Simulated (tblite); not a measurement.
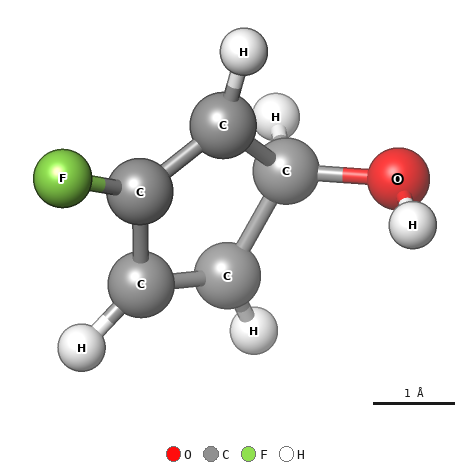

The structure as given in the input (ball-and-stick view, seen at a tilt).

**C5H5FO: molecular dynamics (part 1 of 2)**

C5H5FO, computed with GFN2-xTB Langevin dynamics, gas phase (tblite 0.8.0).

The program's output
```
t/fs     T/K   E - E0/eV
     0.0    353.9     0.0000
   525.0    391.3     0.7797
  1050.0    309.3     0.4972
  1575.0    270.1     0.3975
  2100.0    359.6     0.4800
  2625.0    340.1     0.3664
  3150.0    278.8     0.3844
  3675.0    294.2     0.4037
  4200.0    279.5     0.5601
  4725.0    277.5     0.5222
  5250.0    399.4     0.5548
  5775.0    448.2     0.6289
  6300.0    347.2     0.5641
  6825.0    263.5     0.3855
  7350.0    325.1     0.3931
  7875.0    399.0     0.2647
  8400.0    362.6     0.4206
  8925.0    234.8     0.5005
  9450.0    373.3     0.5163
  9975.0    558.4     0.4871
 10500.0    383.3     0.6423
 11025.0    427.6     0.5241
 11550.0    288.9     0.7124
 12075.0    432.8     0.5206
 12600.0    413.2     0.3448
```

Trajectory as extended XYZ (Å, eV, eV/Å), 25 frames, from step=0 to step=8400
```
12
Properties=species:S:1:pos:R:3:forces:R:3 step=0 time_fs=0.0 energy=-598.58850 temperature=353.9
O    -2.0398   -0.6604    0.2051   -0.0010   0.0000   0.0030
C    -0.8546   -0.2695   -0.4333   -0.0010  -0.0030   0.0000
C    -0.3652    1.1287   -0.1321    0.0030   0.0010   0.0010
C     0.9338    1.0959    0.1760    0.0030  -0.0020  -0.0010
C     1.3669   -0.2918    0.1590    0.0020  -0.0010  -0.0020
F     2.6277   -0.6412    0.4402   -0.0010   0.0010   0.0000
C     0.3641   -1.1154   -0.1549    0.0010   0.0000   0.0010
H    -1.8974   -0.6395    1.1582   -0.0020  -0.0010  -0.0020
H    -1.0818   -0.3282   -1.5081    0.0010   0.0020  -0.0020
H    -1.0091    1.9852   -0.1924   -0.0010   0.0020   0.0000
H     1.5840    1.9178    0.4110   -0.0030   0.0000   0.0000
H     0.3761   -2.1842   -0.2329    0.0000   0.0010   0.0020
12
Properties=species:S:1:pos:R:3:forces:R:3 step=350 time_fs=525.0 energy=-597.80882 temperature=391.3
O    -1.3164   -0.9663   -1.3627   -1.5280  -0.7150   0.0890
C    -0.0011   -0.5029   -1.4039   -0.7600   1.1370   1.4720
C    -0.0938    1.0675   -1.3072    1.6170  -0.1420  -0.9670
C     0.4956    1.3731   -0.1299   -1.5840   1.6930  -0.0690
C     0.9498    0.1881    0.5591   -0.4680  -0.1040   0.1610
F     1.3998    0.3069    1.8038    0.3890  -0.0670   0.4560
C     0.7341   -0.9473   -0.1068   -0.2650   0.4840  -0.7920
H    -1.8590   -0.6907   -0.5868    0.9450   0.0310  -0.5080
H     0.3433   -0.9103   -2.3202    0.7720  -0.1910  -0.7690
H    -0.3316    1.7931   -2.2025    0.1020  -1.7840   2.1150
H     0.3162    2.3466    0.4051    0.8600  -1.0250  -0.6780
H     0.8727   -1.9710    0.2524   -0.0800   0.6830  -0.5100
12
Properties=species:S:1:pos:R:3:forces:R:3 step=700 time_fs=1050.0 energy=-598.09131 temperature=309.3
O    -0.9980   -0.4964   -1.7131   -1.3450  -0.6360   0.3170
C    -0.3163   -0.9358   -0.5881    0.9410  -0.1680   1.1600
C     1.1162   -0.5132   -0.6098    1.9490   0.2870   0.7030
C     1.5363   -0.0219    0.5923   -0.9280   0.6600  -1.2440
C     0.3670    0.0650    1.4905    1.9850  -0.4980  -0.1210
F     0.4661    0.4825    2.7772   -0.2180  -0.2580  -0.8680
C    -0.6338   -0.5180    0.8665   -2.7270  -0.1050  -0.3640
H    -0.6064    0.2644   -2.1052    0.5120   0.9410  -0.1320
H    -0.4832   -2.0321   -0.5987    0.3770   0.1480   0.1000
H     1.7905   -0.5451   -1.4865   -0.7670  -0.1790   0.5910
H     2.4649    0.4890    0.7578    0.1600  -0.2610   0.1850
H    -1.5971   -0.7013    1.3312    0.0620   0.0700  -0.3290
12
Properties=species:S:1:pos:R:3:forces:R:3 step=1050 time_fs=1575.0 energy=-598.19103 temperature=270.1
O    -2.9071   -1.2683   -0.5813   -0.4340   0.8470   0.2060
C    -1.6643   -1.4717    0.0313    0.9740   1.5010  -0.5660
C    -0.4927   -0.8869   -0.7684   -0.1050   1.1670   0.6240
C     0.2328   -0.0608   -0.0031    1.6780  -0.3010   0.0820
C    -0.2549   -0.1326    1.3825   -0.6060   0.5870  -0.7800
F     0.2165    0.6466    2.3760    0.0500  -0.4960  -0.3230
C    -1.3888   -0.8486    1.4204    0.1390  -0.6130  -0.7980
H    -3.1062   -0.3100   -0.7035    0.3650  -0.8170   0.2380
H    -1.5308   -2.5283   -0.0601    0.0570  -0.9670   0.6480
H    -0.3120   -0.8701   -1.8171   -0.3990  -0.6490  -0.4360
H     1.2056    0.3818   -0.3671   -1.3870  -0.2190   0.7980
H    -1.9642   -1.0860    2.2791   -0.3320  -0.0400   0.3080
12
Properties=species:S:1:pos:R:3:forces:R:3 step=1400 time_fs=2100.0 energy=-598.10850 temperature=359.6
O    -3.8053   -0.3897   -1.7638    0.7400  -0.8950   0.2690
C    -2.6150   -0.7695   -1.0826    0.0750   0.2050   1.2200
C    -1.4050    0.1094   -1.3754   -0.1880  -0.7280   1.0120
C    -0.9176    0.6534   -0.2127   -0.4390  -1.6160  -2.6700
C    -1.6825    0.1627    0.8750   -2.3320  -0.4330   1.2240
F    -1.5615    0.6346    2.1693    0.1760  -0.6510  -1.2880
C    -2.6966   -0.6597    0.4558    1.4110   1.5490  -0.8740
H    -3.9364    0.5391   -1.6024   -0.1310   0.5030   0.0780
H    -2.4465   -1.8584   -1.2546    0.0330   0.6880  -0.4480
H    -1.0337    0.0240   -2.3794    0.2850   0.7090   0.1090
H     0.0059    1.1342   -0.2281    0.9030   0.9790   0.4960
H    -3.5126   -1.1110    0.9278   -0.5330  -0.3080   0.8720
12
Properties=species:S:1:pos:R:3:forces:R:3 step=1750 time_fs=2625.0 energy=-598.22207 temperature=340.1
O    -2.7969   -2.0248   -1.8965   -0.0620   1.0250  -0.5260
C    -1.9698   -1.4075   -0.9217   -2.5040   0.4830   0.3920
C    -1.0026   -0.4329   -1.4161    0.8650  -0.1920  -1.7130
C    -1.1825    0.7436   -0.8171    1.5190   0.8720  -1.1220
C    -2.2992    0.6550    0.1117    0.8240  -0.2900  -0.4680
F    -2.5758    1.7611    0.7845   -0.6700   0.0770   0.5520
C    -2.8070   -0.5800    0.0928    0.6820  -0.1630  -0.5160
H    -3.1770   -1.2949   -2.4417    0.2480  -0.7980   0.4290
H    -1.5339   -2.2298   -0.4296    0.7720  -1.0290   0.8250
H    -0.4070   -0.7551   -2.3025   -0.1970   0.7260   1.0980
H    -0.5354    1.6268   -1.0680   -1.0720  -0.8100   0.6600
H    -3.6115   -1.0582    0.5869   -0.4050   0.0990   0.3880
12
Properties=species:S:1:pos:R:3:forces:R:3 step=2100 time_fs=3150.0 energy=-598.20407 temperature=278.8
O    -1.5724   -1.0810   -0.9428   -0.0590   0.2560  -0.4390
C    -1.4345    0.3342   -0.9371   -1.6820   0.6400  -0.3670
C    -1.6311    1.1268   -2.2783   -1.1270   0.5040   0.9950
C    -2.6674    2.0127   -2.1639    0.6460  -0.9350   0.0560
C    -3.2901    1.8584   -0.8124    1.5150   0.0980  -1.4770
F    -4.3009    2.5348   -0.3045   -0.5770   0.5290  -0.2280
C    -2.5593    1.0085   -0.1143    0.8040  -1.0640   1.1450
H    -2.4345   -1.4013   -1.2819    0.5170   0.6570   0.1840
H    -0.4536    0.4953   -0.4711   -0.1630   0.1670  -0.2840
H    -1.0280    1.0356   -3.1668    0.0380  -0.1910   0.2810
H    -2.9518    2.7152   -2.9551   -0.0550  -0.4250   0.6370
H    -2.7363    0.8050    0.9426    0.1430  -0.2350  -0.5040
12
Properties=species:S:1:pos:R:3:forces:R:3 step=2450 time_fs=3675.0 energy=-598.18484 temperature=294.2
O    -1.5439   -0.0699   -2.1080   -0.2880   0.1660   0.0460
C    -1.5143    1.1711   -1.4750   -0.6260   1.7190  -0.2450
C    -1.8337    2.3928   -2.3880    0.1550  -1.0240   0.3630
C    -2.6382    3.2306   -1.7591   -0.9840   2.6160  -0.2470
C    -2.9190    2.7582   -0.4136   -0.4150  -0.1540  -0.7720
F    -3.6289    3.4178    0.5160    0.0620  -0.0700  -0.3990
C    -2.5144    1.4963   -0.3312    1.1830  -0.9330   0.5720
H    -2.3439   -0.1383   -2.6641    0.4030   0.0930   0.4110
H    -0.4592    1.3768   -1.1128   -0.9640  -0.5620  -0.0870
H    -1.5133    2.5065   -3.3940    0.3160  -0.1740  -0.3560
H    -3.0936    4.1856   -2.1871    0.8440  -1.3630   0.7190
H    -2.7074    0.8921    0.5343    0.3150  -0.3120  -0.0050
12
Properties=species:S:1:pos:R:3:forces:R:3 step=2800 time_fs=4200.0 energy=-598.02843 temperature=279.5
O    -2.7363   -0.7331   -2.1248   -1.7540   1.2710   0.3440
C    -2.1311    0.4400   -1.6537   -2.5190   1.1520   0.1130
C    -2.2417    1.6706   -2.4972    0.5380   1.4220  -1.9210
C    -2.3045    2.8232   -1.8013   -0.4100  -1.1170   0.4860
C    -2.5656    2.3533   -0.4479    0.2870   0.8420  -0.8610
F    -2.8502    3.2391    0.4699   -0.2510   0.7770   1.3550
C    -2.5201    1.0432   -0.3321   -0.7890  -1.7060   1.5310
H    -3.7160   -0.4610   -2.1742    1.7370  -0.9510  -0.0490
H    -1.1101    0.3728   -1.5740    2.7410  -1.0890   0.0040
H    -2.1051    1.6301   -3.5673    0.0640  -0.1320  -0.0260
H    -2.2823    3.8897   -2.0071   -0.0240  -0.6630  -0.3880
H    -2.7885    0.4864    0.5734    0.3810   0.1950  -0.5880
12
Properties=species:S:1:pos:R:3:forces:R:3 step=3150 time_fs=4725.0 energy=-598.06631 temperature=277.5
O    -1.4841   -0.6694   -1.4191    0.4520   1.2080   1.2750
C    -1.2360    0.3831   -0.4448    0.1960  -1.1100   0.4770
C    -0.6571    1.6418   -0.9731    2.1370  -1.4550  -2.7130
C    -1.2843    2.7294   -0.6514   -2.3630   1.6080   1.4380
C    -2.3978    2.2132    0.2001    0.0180   1.0770   0.0410
F    -3.3361    2.9264    0.8408    0.1910   0.7330  -0.1500
C    -2.4024    0.8954    0.3307   -0.1240  -0.2370   0.2110
H    -2.1513   -0.3247   -2.0295    0.1710  -0.0790   0.1770
H    -0.4446    0.1207    0.3269   -0.7130  -0.7680  -0.8270
H     0.1483    1.5159   -1.6966   -0.0350   0.3140   0.3250
H    -1.1201    3.7865   -0.8761   -0.0170  -0.7330   0.1410
H    -3.0640    0.4407    1.0455    0.0870  -0.5580  -0.3970
12
Properties=species:S:1:pos:R:3:forces:R:3 step=3500 time_fs=5250.0 energy=-598.03366 temperature=399.4
O    -2.6553    0.5653   -1.5525    1.0590  -1.4910   0.8120
C    -2.0355    1.0220   -0.3635   -1.3620   0.5360   0.5310
C    -0.6082    1.5148   -0.2374   -0.1390  -0.5650  -0.6830
C    -0.6247    2.7200    0.3265   -0.0470   0.2200  -0.2060
C    -2.0198    3.1291    0.4877    1.4680   2.2050   1.7550
F    -2.2872    4.2535    1.1985   -0.0140  -0.0030  -0.5760
C    -2.8656    2.2552    0.0540    0.7040  -2.4340  -0.4860
H    -2.6012    1.2504   -2.1962    0.1230   0.7310  -0.7030
H    -2.2252    0.2665    0.4698    0.2350   0.4240  -1.1090
H     0.2523    0.9464   -0.5620   -0.2300   0.0550   0.1690
H     0.2154    3.3687    0.5159   -0.1420  -0.1350   0.2250
H    -3.8615    2.1345   -0.1899   -1.6550   0.4570   0.2700
12
Properties=species:S:1:pos:R:3:forces:R:3 step=3850 time_fs=5775.0 energy=-597.95963 temperature=448.2
O    -3.2983    0.5217   -2.1957    1.1350   0.9230  -1.6170
C    -2.6124    1.3563   -1.3176    2.4930  -0.3490   0.3810
C    -1.1990    0.8150   -0.9177   -1.5330  -1.9010   0.6630
C    -0.3078    1.7674   -0.9916    2.2570  -0.0690   0.1040
C    -0.9318    2.9110   -1.5130    0.3220   3.5540  -0.0420
F    -0.2736    4.1271   -1.5631   -0.2550  -1.0460  -0.2500
C    -2.2360    2.8222   -1.6611   -3.0510  -1.7910  -0.5770
H    -2.7452    0.5886   -3.0327   -1.1610  -0.4310   0.9980
H    -3.0671    1.2296   -0.3614   -1.0570   0.5410   0.7740
H    -1.1065   -0.1487   -0.3931    0.0190   0.5280  -0.7520
H     0.7607    1.7567   -0.7888   -0.4010  -0.1230   0.1180
H    -3.1035    3.3983   -2.0152    1.2320   0.1640   0.1980
12
Properties=species:S:1:pos:R:3:forces:R:3 step=4200 time_fs=6300.0 energy=-598.02439 temperature=347.2
O    -4.0359   -0.2405   -4.9602   -0.7020  -0.7970  -0.7830
C    -3.6366   -0.0829   -3.6606    3.1710   1.6510   1.2630
C    -2.2673   -0.6912   -3.1955   -0.5570  -3.2600  -1.8210
C    -1.3431    0.1842   -2.8866   -0.7620   1.6890   0.8360
C    -1.9892    1.5305   -2.9490    0.0800  -1.9880  -0.7910
F    -1.2076    2.5904   -2.7995   -0.3720   0.6080   0.2060
C    -3.2510    1.3721   -3.3854    0.4830   0.9060   0.2250
H    -3.5680    0.3184   -5.5986    0.1760  -0.0750   0.5080
H    -4.3797   -0.3788   -2.9470   -0.7090  -0.4410   0.0600
H    -1.9864   -1.7819   -3.3603   -0.8460   1.3880   0.4220
H    -0.3922    0.0038   -2.4518    0.5000  -0.0010  -0.0920
H    -3.9000    2.1788   -3.6242   -0.4610   0.3220  -0.0330
12
Properties=species:S:1:pos:R:3:forces:R:3 step=4550 time_fs=6825.0 energy=-598.20297 temperature=263.5
O    -4.8360   -1.5254   -5.0465    0.8870  -0.3840   0.1700
C    -4.0770   -0.9927   -4.0006   -0.2390   1.5200   0.3500
C    -3.0331   -1.8907   -3.4011   -1.0800  -0.0110   0.3550
C    -1.8499   -1.3207   -3.3720    1.5360   0.7490   0.0440
C    -1.9776   -0.0210   -4.0199    1.1940   0.3560   0.3300
F    -0.9973    0.9110   -4.1986   -0.2260  -0.8550   0.2520
C    -3.2250    0.2011   -4.3870    0.1330  -0.8890  -0.0420
H    -4.1029   -1.9624   -5.5014   -0.7330  -0.2550  -0.7530
H    -4.7789   -0.5421   -3.2636    0.1320  -0.6850   0.0080
H    -3.2477   -2.8027   -2.9337   -0.4350  -1.0330   0.2400
H    -0.9464   -1.7453   -2.9536   -0.1320   0.2290  -0.1780
H    -3.4518    1.0329   -4.9537   -1.0360   1.2580  -0.7760
12
Properties=species:S:1:pos:R:3:forces:R:3 step=4900 time_fs=7350.0 energy=-598.19538 temperature=325.1
O    -4.9047   -1.0906   -4.4095   -1.2940  -0.7480   0.5930
C    -4.0068   -0.3872   -3.6697    2.4640   1.6370   0.2590
C    -2.6664   -1.0352   -3.3238   -0.3440  -0.8380   1.0770
C    -1.6055   -0.2755   -3.6561   -1.7110  -0.7710  -0.1830
C    -2.1681    0.8244   -4.4567    1.0750  -0.7790   0.6680
F    -1.3380    1.6351   -5.0791    0.3400   0.8250  -0.4680
C    -3.4828    0.7838   -4.4796   -0.3920  -0.0320   0.4030
H    -4.3890   -1.4722   -5.1045    0.1410  -0.4780  -0.8040
H    -4.3931    0.0535   -2.7253   -0.3930  -0.6050  -0.4120
H    -2.7316   -1.9702   -2.7529    0.4850   0.5200  -0.2870
H    -0.5881   -0.5356   -3.4669    0.2170   0.2830  -0.1170
H    -4.1892    1.3616   -4.9788   -0.5900   0.9870  -0.7290
```
